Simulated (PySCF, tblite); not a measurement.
**C₇H₆NO radical: geometry, infrared bands and EPR parameters**

Aim: predict the infrared bands and EPR parameters of C₇H₆NO radical (`N#C[C@@H]1C[C]=CC(=O)C1`).

Computed with tblite 0.8.0 and PySCF 2.14.0, with density-fitted response routines of our own, on a single molecule in the gas phase. Atoms are numbered from 0 throughout.

### 1 The starting structure

15 atoms, charge 0, multiplicity 2; geometry from: force field or distance geometry start.

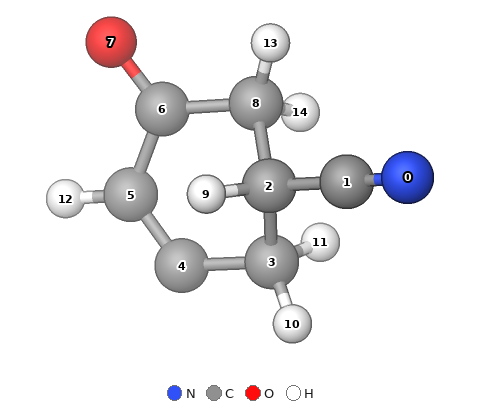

The starting geometry (nitrogen blue, carbon grey, oxygen red, hydrogen white), atoms numbered.

### 2 Geometry optimisation with GFN2-xTB

Job settings and geometry (Å):

```
{"job": {"kind": "relax", "xc": "GFN2-xTB", "basis": "xTB"}, "charge": 0, "multiplicity": 2}
N     -2.952900    -0.311300     1.682300
C     -1.935900    -0.104900     1.189100
C     -0.642000     0.143900     0.598200
C     -0.716300     1.056800    -0.616900
C      0.697500     1.396500    -0.939800
C      1.720300     0.574000    -0.692400
C      1.471500    -0.713000    -0.058500
O      2.439600    -1.447100     0.347000
C      0.053200    -1.126400     0.103800
H      0.090400     0.630400     1.285600
H     -1.347900     1.934500    -0.451800
H     -1.156500     0.435600    -1.423900
H      2.740200     0.839100    -0.929600
H     -0.066600    -1.961100     0.794300
H     -0.398900    -1.338800    -0.909100
```

Launch:

```console
$ OMP_NUM_THREADS=1 python probes_run.py task.json out
```

One launch serves the whole session: the jobs run in the order shown.

Standard output:

```text
step      E/eV     max force
  0    -676.50280    5.354
  1    -676.63939    5.492
  2    -676.80258    1.693
  3    -676.80581    2.917
  4    -676.85859    0.587
  5    -676.88472    0.544
  6    -676.91932    1.027
  7    -676.93606    0.623
  8    -676.94883    0.329
  9    -676.96259    0.557
 10    -676.97838    0.535
 11    -676.99316    0.323
 12    -677.00750    0.309
 13    -677.02070    0.438
 14    -677.03027    0.352
 15    -677.03591    0.218
 16    -677.04065    0.235
 17    -677.04661    0.307
 18    -677.05335    0.313
 19    -677.05935    0.225
 20    -677.06463    0.223
 21    -677.07101    0.349
 22    -677.07906    0.465
 23    -677.08810    0.470
 24    -677.09655    0.352
 25    -677.10312    0.202
 26    -677.10756    0.209
 27    -677.11065    0.144
 28    -677.11283    0.113
 29    -677.11458    0.126
 30    -677.11613    0.363
 31    -677.11775    0.192
 32    -677.11932    0.113
 33    -677.12100    0.095
 34    -677.12178    0.109
 35    -677.12313    0.082
 36    -677.12378    0.062
 37    -677.12416    0.051
 38    -677.12437    0.043
 39    -677.12454    0.028
 40    -677.12465    0.023
 41    -677.12471    0.018
 42    -677.12476    0.025
 43    -677.12481    0.020
 44    -677.12484    0.012
 45    -677.12487    0.009
```

It took 0.3 s on 1 thread of AMD EPYC 7B13, shared host.

Relaxation path: (not every step is listed)

```
step  energy from step 0 (eV)  largest force (eV/Å)
   0                   0.0000                5.3540
   1                  -0.1366                5.4917
   2                  -0.2998                1.6926
   3                  -0.3030                2.9170
   4                  -0.3558                0.5869
   5                  -0.3819                0.5438
   6                  -0.4165                1.0273
   7                  -0.4333                0.6230
   8                  -0.4460                0.3286
  11                  -0.4904                0.3226
  14                  -0.5275                0.3517
  17                  -0.5438                0.3072
  20                  -0.5618                0.2226
  23                  -0.5853                0.4704
  26                  -0.6048                0.2094
  29                  -0.6118                0.1262
  32                  -0.6165                0.1132
  35                  -0.6203                0.0822
  38                  -0.6216                0.0428
  40                  -0.6218                0.0232
  41                  -0.6219                0.0177
  42                  -0.6220                0.0252
  43                  -0.6220                0.0200
  44                  -0.6220                0.0124
  45                  -0.6221                0.0086
```

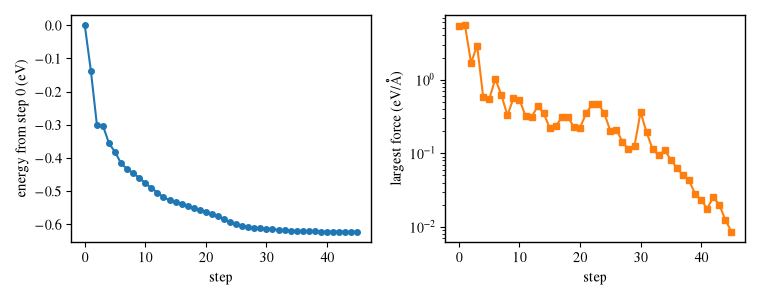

Energy and force, step by step.

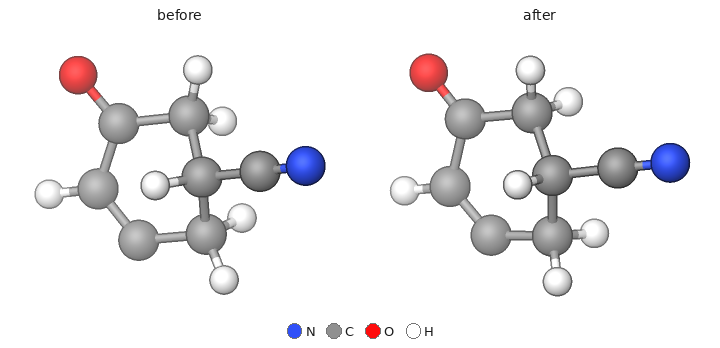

The geometry before (left) and after (right).

Distances of close pairs at the start and the end, largest changes first:

```
  bond  before (Å)  after (Å)  change (Å)
 C6–O7       1.281      1.203      -0.078
 C2–C3       1.522      1.557      +0.035
 C3–C4       1.489      1.455      -0.034
C8–H14       1.129      1.096      -0.034
 C6–C8       1.486      1.519      +0.033
 C5–C6       1.456      1.489      +0.033
 C4–C5       1.336      1.307      -0.028
 C2–H9       1.116      1.097      -0.019
```

The next job starts from the end point, and lists it.

### 3 Infrared spectrum with GFN2-xTB

Job settings and geometry (Å):

```
{"job": {"kind": "ir", "xc": "GFN2-xTB", "basis": "xTB"}, "charge": 0, "multiplicity": 2}
N     -3.122177    -0.487731     1.175287
C     -2.034743    -0.205940     0.962563
C     -0.675249     0.157649     0.651769
C     -0.683944     1.162906    -0.536965
C      0.680533     1.309435    -1.020492
C      1.713858     0.527453    -0.847228
C      1.566765    -0.763818    -0.121402
O      2.493615    -1.507216     0.065090
C      0.143378    -1.087010     0.298967
H     -0.233671     0.648852     1.527445
H     -1.097065     2.119774    -0.209649
H     -1.317478     0.787626    -1.347977
H      2.704762     0.734802    -1.218830
H      0.181156    -1.779527     1.142825
H     -0.324155    -1.609267    -0.543315
```

Standard output:

```text
mode    cm-1     km/mol
  1      79.8      4.45
  2     101.0      9.10
  3     133.2     11.12
  4     264.4      2.11
  5     302.5      7.85
  6     376.1      2.81
  7     427.0      8.00
  8     441.5      7.40
  9     510.5      6.50
 10     538.2     14.44
 11     572.1      6.76
 12     662.6     16.52
 13     791.4     14.32
 14     833.1     12.47
 15     876.5     20.71
 16     886.5     11.58
 17     977.2     11.26
 18     995.7     40.25
 19    1031.6      7.22
 20    1076.9      7.39
 21    1088.2     12.48
 22    1129.1     63.52
 23    1168.6      8.67
 24    1196.3      4.97
 25    1227.6      7.81
 26    1253.8      1.31
 27    1263.2      0.51
 28    1306.0      1.43
 29    1430.9      8.56
 30    1437.7     17.00
 31    1693.1    416.02
 32    1773.9    227.46
 33    2399.3    258.36
 34    2920.8      6.53
 35    2940.4      7.85
 36    2946.6     18.40
 37    2974.7     11.39
 38    2989.3      7.58
 39    3090.7      3.34
```

Run time: 0.49 s. Hardware: 1 thread of AMD EPYC 7B13, shared host.

The strongest bands and the atoms that carry them (share of the mass-weighted mode):

```csv
cm⁻¹,km/mol,atoms
876,20.7,"H12 18 %, C8 15 %, H13 13 %, C3 10 %"
996,40.2,"C3 25 %, H12 16 %, H11 12 %, C4 11 %"
1129,63.5,"C6 48 %, C8 16 %, C5 12 %"
1438,17.0,"H13 28 %, H14 27 %, H10 18 %, H11 18 %"
1693,416.0,"C4 42 %, C5 32 %, C6 15 %"
1774,227.5,"C6 47 %, O7 31 %, C4 13 %"
2399,258.4,"C1 60 %, N0 40 %"
2947,18.4,H14 81 %
```

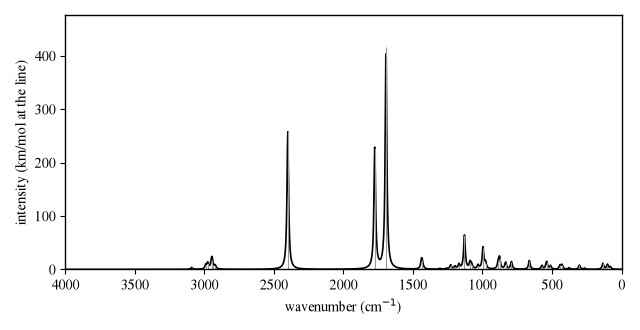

The infrared spectrum from these modes, unscaled. Lines are broadened to a width of 14 cm⁻¹ (Lorentzian).

### 4 EPR parameters: B3LYP/pcH-1

Settings changed since step 3:

```diff
@@ -1,2 +1,2 @@
-{"job": {"kind": "ir", "xc": "GFN2-xTB", "basis": "xTB"}, "charge": 0, "multiplicity": 2}
+{"job": {"kind": "epr", "basis": "pcH-1"}, "charge": 0, "multiplicity": 2}
 N     -3.122177    -0.487731     1.175287
```

Method: UKS B3LYP, pcH-1 on C H N O, non-relativistic, mean-field spin-orbit, GIAO.

Standard output:

```text
UKS, coarse grid
  cycle   1  E = -400.06549114  |g| = 6.62e-01
  cycle   2  E = -398.69089541  |g| = 1.80e+00
  cycle   3  E = -400.17796066  |g| = 3.42e-01
  cycle   4  E = -400.23921165  |g| = 1.27e-01
  cycle   5  E = -400.24404409  |g| = 8.35e-02
  cycle   6  E = -400.24701519  |g| = 2.27e-02
  cycle   7  E = -400.24722098  |g| = 1.15e-02
  cycle   8  E = -400.24730158  |g| = 3.89e-03
  cycle   9  E = -400.24732171  |g| = 1.90e-03
  cycle  10  E = -400.24732757  |g| = 8.12e-04
UKS, final grid
  cycle   1  E = -400.24734050  |g| = 8.82e-04
  cycle   2  E = -400.24734036  |g| = 1.50e-03
  cycle   3  E = -400.24734133  |g| = 4.18e-04
  cycle   4  E = -400.24734147  |g| = 2.14e-04
  cycle   5  E = -400.24734164  |g| = 1.13e-04
  cycle   6  E = -400.24734165  |g| = 4.46e-05
  cycle   7  E = -400.24734165  |g| = 7.82e-06
E = -400.24734165 Eh   <S^2> = 0.7593 (exact 0.7500)
g shifts (ppm)      1          2          3
  rmc          -170       -170       -170
  gc             16         23         -5
  oz_so        -242       -150       1133
  total        -397       -298        958
hyperfine (MHz)  atom isotope    a_iso     a_fc   dipolar eigenvalues
    0   14N       0.51       0.51     -0.80     -0.69      1.48
    1   13C      13.92      13.92     -1.93     -0.85      2.77
    2   13C      51.32      51.32     -5.57     -5.39     10.96
    3   13C      23.14      23.14     -6.23     -5.07     11.30
    4   13C     346.86     346.86    -77.95    -57.61    135.55
    5   13C     -11.55     -11.55    -18.78      0.22     18.56
    6   13C      65.14      65.14     -7.34     -6.02     13.36
    7   17O      -1.54      -1.54    -15.71      2.86     12.85
    8   13C      -0.63      -0.63     -1.66     -0.29      1.96
    9    1H      -4.23      -4.23     -4.05     -1.85      5.90
   10    1H      44.52      44.52     -7.08     -5.76     12.83
   11    1H       6.98       6.98     -6.64     -4.24     10.89
   12    1H      88.82      88.82     -6.52     -5.42     11.94
   13    1H       3.39       3.39     -1.66     -0.91      2.57
   14    1H      -0.27      -0.27     -2.05     -1.67      3.72
```

Wall time 64 s (1 thread of AMD EPYC 7B13, shared host); peak memory 1.1 GiB.

Principal g values 2.00192, 2.00202, 2.00328; g(iso) = 2.00241, against 2.00232 for a free electron.

Hyperfine couplings, nucleus by nucleus at this fixed geometry (no averaging over rotations):

| nuclei | isotope | a(iso) (MHz) | a(iso) (G, at g = 2.0023) | largest dipolar term (MHz) |
| --- | --- | --- | --- | --- |
| C4 | 13C | 346.9 | 123.8 | 135.6 |
| H12 | 1H | 88.8 | 31.7 | 11.9 |
| C6 | 13C | 65.1 | 23.2 | 13.4 |
| C2 | 13C | 51.3 | 18.3 | 11.0 |
| H10 | 1H | 44.5 | 15.9 | 12.8 |
| C3 | 13C | 23.1 | 8.3 | 11.3 |
| C1 | 13C | 13.9 | 5.0 | 2.8 |
| C5 | 13C | -11.6 | -4.1 | -18.8 |
| H11 | 1H | 7.0 | 2.5 | 10.9 |
| H9 | 1H | -4.2 | -1.5 | 5.9 |
| H13 | 1H | 3.4 | 1.2 | 2.6 |
| O7 | 17O | -1.5 | -0.5 | -15.7 |
| C8 | 13C | -0.6 | -0.2 | 2.0 |
| N0 | 14N | 0.5 | 0.2 | 1.5 |

Mulliken spin populations:

N0 0.02; C1 0.00; C2 0.05; C3 -0.04; C4 0.96; C5 -0.12; C6 0.06; O7 0.01; C8 0.00; H9 0.00; H10 0.01; H11 0.00; H12 0.04; H13 0.00; H14 0.00

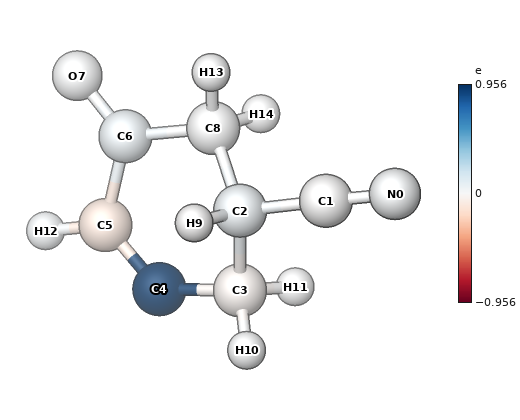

Mulliken spin populations, as colours on the atoms.

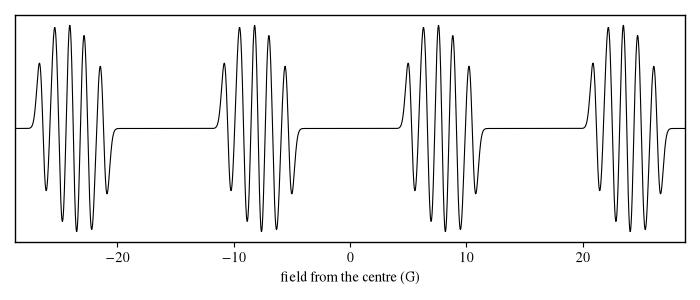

First-order isotropic spectrum (first derivative, main isotopes with spin only, couplings over 0.8 MHz, Gaussian width 0.3 G; couplings of the frozen geometry, rotation of groups not averaged beyond the rows shown).

The fields below are evaluated on a grid from the run's orbitals.

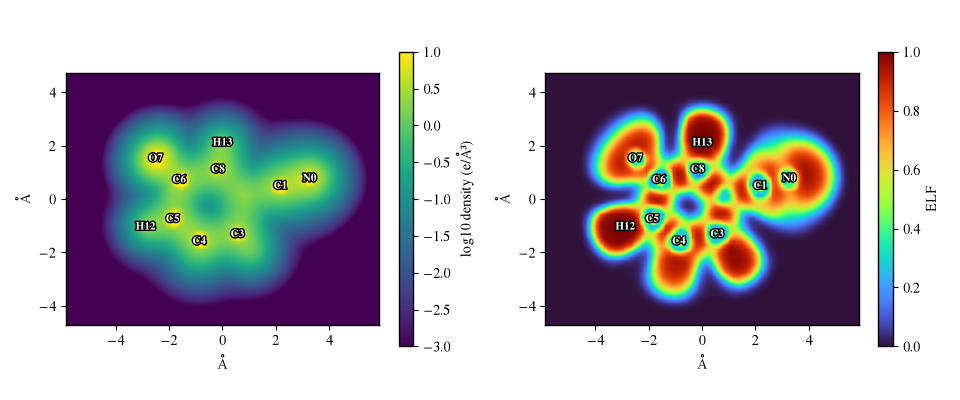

Density (left) and ELF (right) in a plane through or near 10 of the atoms.

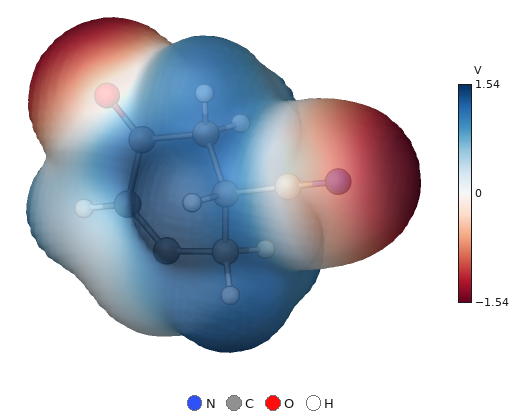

The potential that a unit positive charge feels on the 0.002 e/bohr³ surface, from -1.54 V near N0 to 1.53 V near H9.

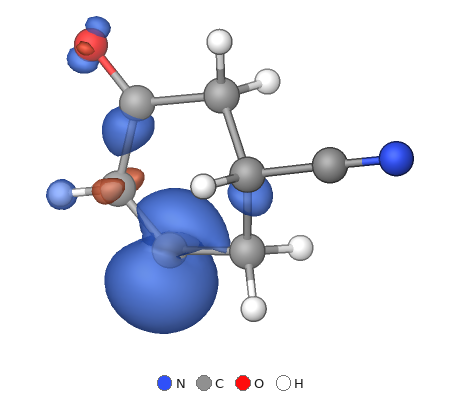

Spin density at ±0.05 e/Å³ (alpha excess blue, beta excess red).

### 5 What came out

```
                                                                  quantity                  value
                                 strongest single infrared mode (GFN2-xTB)  1693 cm⁻¹, 416 km/mol
                                              zero-point energy (GFN2-xTB)          68.8 kcal/mol
                                                            g(iso) (B3LYP)                2.00241
                                                                      ⟨S²⟩     0.759 (exact 0.75)
                                                            largest a(iso)   13C on C4, 346.9 MHz
potential on the surface of density 0.002 e/bohr³, 1st and 99th percentile     -1.54 V and 1.53 V
```

The optimisation took 45 steps and gained 0.622 eV; among the close pairs (by a distance rule), C6–O7 changed most, from 1.281 to 1.203 Å. No mode is imaginary among the 39: a minimum at this level. The strongest single mode, at 1693 cm⁻¹, moves mainly C4 and C5. Unscaled tight-binding wavenumbers are off by several per cent, some by more. Its intensities can rank the bands wrongly. Most of the unpaired spin sits on C4 (0.96 e). The isotropic g lies 0.1 ppt above the free-electron value. These values are for one conformer; the search (at its own cheap level) found 2 more, at 0.78, 0.79 kcal/mol, and measured spectra average over such forms.
